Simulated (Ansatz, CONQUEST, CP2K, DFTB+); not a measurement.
# H-capped Ge nanowire along [112] (40 atoms) in CONQUEST, part 2 of 2

How do the settings of CONQUEST change the result for H-capped Ge nanowire along [112] (40 atoms)? A plane-wave run serves as the yardstick.

Program: CONQUEST 1.3; the method stands at each step. Banners, paths, timers and routine set-up lines are dropped from the logs unmarked, and long logs keep their key lines alone; longer cuts are marked.

So far. Step 4 (PBE, grid 80 Ha, multi-site 6.5 bohr): Against the first run (13 %), the force difference from the reference is 13 %, at 1.1 times the CPU time. Step 5 (LDA, grid 80 Ha): Against the first run (13 %), the force difference from the reference is 19 %, at 0.60 times the CPU time; the model has changed, so this is no error of the program alone.

## 6. PBE, grid 80 Ha, on-site functions

Method: Kohn-Sham DFT, PBE, norm-conserving pseudopotentials, pseudo-atomic orbitals (double zeta with polarisation), contracted to on-site support functions, diagonalisation.

The pseudopotential files are exchanged too: the .ion files are now those for PBE.

The input, Conquest_input:

```
IO.Title cell
IO.Coordinates coords.dat
IO.FractionalAtomicCoords T
IO.Iprint 1
General.NumberOfSpecies 2
AtomMove.TypeOfRun static
AtomMove.CalcStress F
Grid.GridCutoff 80
DM.SolutionMethod diagon
SC.MaxIters 100
SC.LinearMixingFactor 0.3
minE.SCTolerance 1e-06
Diag.kT 0.001837
Diag.MPMesh T
Diag.GammaCentred T
Diag.MPMeshX 1
Diag.MPMeshY 1
Diag.MPMeshZ 1
%block ChemicalSpeciesLabel
1 72.630 Ge
2 1.008 H
%endblock
Basis.MultisiteSF T
Multisite.LFD T
Multisite.LFD.NonSCF T
%block Ge
Atom.NumberOfSupports 9
Atom.MultisiteRange 0.1
Atom.LFDRange 8.0
%endblock
%block H
Atom.NumberOfSupports 1
Atom.MultisiteRange 0.1
Atom.LFDRange 8.0
%endblock
```

The input, coords.dat:

```
31.178365 0.000000 0.000000
0.000000 36.175613 0.000000
0.000000 0.000000 26.190111
40
[... 40 atom lines left out: the same atoms as in the first run ...]
```

The run is started by

```bash
OMP_NUM_THREADS=1 Conquest > output.txt
```

Numbers of over 12 decimals in the logs are rounded to 6 here.

Conquest_out:

```text
      Simulation cell dimensions:    31.1784 a0 x    36.1756 a0 x    26.1901 a0
        This calculation includes non-local pseudopotentials,
         with a maximum core radius of      7.09479220
    Job title: cell
    Job to be run: static calculation
    Ground state search:
      Support functions represented with PAO basis
      Multi-site SFs used with local filter diagonalisation
      Non-spin-polarised electrons
      Solving for the K matrix using diagonalisation
      Using Fermi-Dirac smearing
    Integration grid size:    128 x  160 x  108
[... lines left out ...]
    The functional used will be GGA PBE96
[... lines left out ...]
    PulayMixSC: Pulay iteration     2 residual:              0.98523E-03
          Harris-Foulkes Energy            :     -1442.531330 Ha
    PulayMixSC: Pulay iteration     3 residual:              0.14826E-03
[...]
Harris-Foulkes Energy            :     -1442.528487 Ha
    PulayMixSC: Pulay iteration     7 residual:              0.16321E-05
          Harris-Foulkes Energy            :     -1442.528498 Ha
    PulayMixSC: Pulay iteration     8 residual:              0.70079E-06
    PulayMixSC: Reached SCF tolerance of  0.70079E-06 after      8 iterations
      | Number of electrons      =       248.000180
      |* Harris-Foulkes energy   =     -1442.528498 Ha
      |* DFT total energy        =     -1442.528498 Ha
    force: Forces on atoms (Ha/a0)
    force:  Atom   X              Y              Z
    force:     1   0.0030568738   0.0238073899  -0.0198409212
    force:     2   0.0180664274   0.0234002208   0.0125914612
    force:     3   0.0518480384  -0.0366575844   0.0054340688
[...]
force:    39   0.0019983189   0.0323779513   0.0008136576
    force:    40   0.0035355310   0.0008118784   0.0022299305
    force: Maximum force :        0.07947326(Ha/a0) on atom         8 in y direction
    force: Force Residual:        0.03177650 Ha/a0
    get_E_and_F: Change in energy during last step of electronic optimisation: -0.11649E-04
```

Wall time 88 s (1 thread of Intel Xeon 6975P-C (Granite Rapids), shared host); peak memory 2.3 GiB.

Against the reference:

* r.m.s. force component: 0.9434 eV/Å
* r.m.s. difference of force components: 109.9 meV/Å
* longest difference of force vectors: 382.9 meV/Å
* force difference over r.m.s. force: 12.41 %
* slope of forces against the reference's: 1.06
* correlation of force components: 0.9948
* gap (highest filled to lowest empty level): 5.874 eV
* gap difference: 2.119 eV

This is a coarse setting, run to see what it loses.

Against the first run (13 %), the force difference from the reference is 12 %, at 1.0 times the CPU time.

The forces add up to 0.63 eV/Å instead of zero, usually a sign of too coarse a grid.

## 7. The ladder

Differences are against the plane-wave reference, forces as r.m.s. over components; share is that over the reference's r.m.s. force, slope the least-squares factor from reference forces to these. Total energies of different programs have different zeros and aren't compared.

```tsv
run	Δ force, r.m.s. (meV/Å)	share (%)	slope	Δ gap (eV)	cores	CPU time	memory (GiB)
reference	-	-	-	-	4	39 s	2.9
CONQUEST PBE, grid 80 Ha	111	12.6	1.083	0.186	1	85 s	2.3
CONQUEST PBE, grid 80 Ha, multi-site 10 bohr	115	13.0	1.085	0.204	1	98 s	2.3
CONQUEST PBE, grid 80 Ha, multi-site 6.5 bohr (coarse)	113	12.8	1.081	0.403	1	90 s	2.3
CONQUEST LDA, grid 80 Ha	170	19.2	1.094	0.0838	1	51 s	2.2
CONQUEST PBE, grid 80 Ha, on-site functions (coarse)	110	12.4	1.060	2.12	1	88 s	2.3
```

Rows marked coarse were listed beforehand as settings not expected to be converged; some can still land near the reference.

CPU time is summed over cores on a shared host, where runs went side by side, so it is rough. Symmetry, cutoffs, thresholds, outputs and thread counts weren't matched or tuned between programs; memory under MPI is the largest rank's times the ranks.

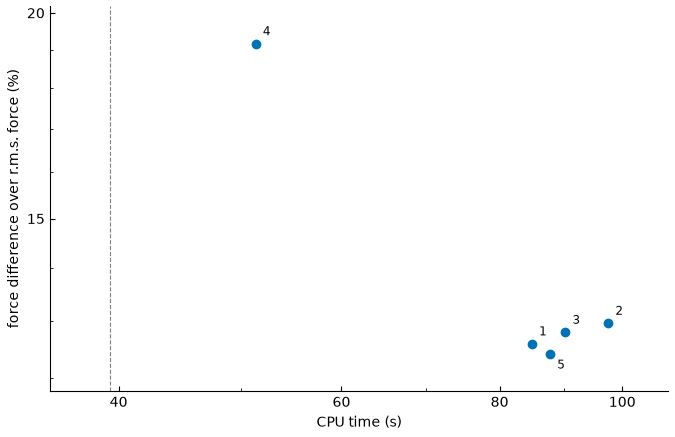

Force difference against CPU time; the dashed line marks the reference's time. Points: 1 CONQUEST PBE, grid 80 Ha; 2 CONQUEST PBE, grid 80 Ha, multi-site 10 bohr; 3 CONQUEST PBE, grid 80 Ha, multi-site 6.5 bohr; 4 CONQUEST LDA, grid 80 Ha; 5 CONQUEST PBE, grid 80 Ha, on-site functions.

A second geometry, displaced anew (every atom was moved at random, 0.06 Å r.m.s. a Cartesian component (hydrogen 0.6 of that)), gives an energy difference that all programs can be tested on. The reference puts it at 18.53 meV/atom.

```tsv
run	energy less the first geometry's (meV/atom)	error (meV/atom)	force share at the second geometry (%)
CONQUEST PBE, grid 80 Ha	16.68	-1.85	9.88
CONQUEST PBE, grid 80 Ha, multi-site 10 bohr	16.68	-1.85	10.2
CONQUEST PBE, grid 80 Ha, multi-site 6.5 bohr	20.46	1.93	11.0
CONQUEST LDA, grid 80 Ha	12.55	-5.98	16.2
CONQUEST PBE, grid 80 Ha, on-site functions	22.37	3.84	10.5
```

## 8. What came out

```
nearest in forces : CONQUEST PBE, grid 80 Ha, on-site functions (coarse), 12 %
its CPU time      : 88 s
```

In words: The PBE runs in local orbitals, coarse settings apart, differ by 13 % in each run; basis, grid and potentials can all enter. Rows with another functional or a dispersion term differ by 19 % (CONQUEST LDA, grid 80 Ha), which mixes the change of model with differences of basis and potentials. Runs with settings chosen to be coarse differ by 12 % (CONQUEST PBE, grid 80 Ha, on-site functions) to 13 % (CONQUEST PBE, grid 80 Ha, multi-site 6.5 bohr), their programs' other errors included. CONQUEST PBE, grid 80 Ha, on-site functions lies nearer than the full basis that it is contracted from, which is a cancellation of errors. None of the electronic-structure runs in the table takes under half the reference's CPU time of 39 s; they take 1.3 to 2.5 times as much. At the same functional, gaps differ from the reference's 3.75 eV by between +0.19 and +2.12 eV. A likely cause of the wide gaps: compact atomic orbitals describe empty levels worse than filled ones. These are spacings on the run's k-points, which needn't hold the band edges. The energy difference between the two geometries, 18.5 meV/atom in the reference, is met best by CONQUEST PBE, grid 80 Ha (-1.85) and CONQUEST PBE, grid 80 Ha, multi-site 10 bohr (-1.85) and worst by CONQUEST LDA, grid 80 Ha (-5.98). The electronic-structure runs sample only Γ, in a cell whose periodic width is 14 Å.

[Also dropped from logs without a mark: logging warnings of Python, and SIESTA's first energy breakdown and zero terms.]

[Logs are printed without paths, hosts, clocks, repeated set-up lines and the standing remarks that a program may print on its own settings, such as how far it seeks lower states.]

[Hosts, paths, dates, database ids (printed as entryN), source tags and the programs' standing remarks are cut or masked in the printed files.]
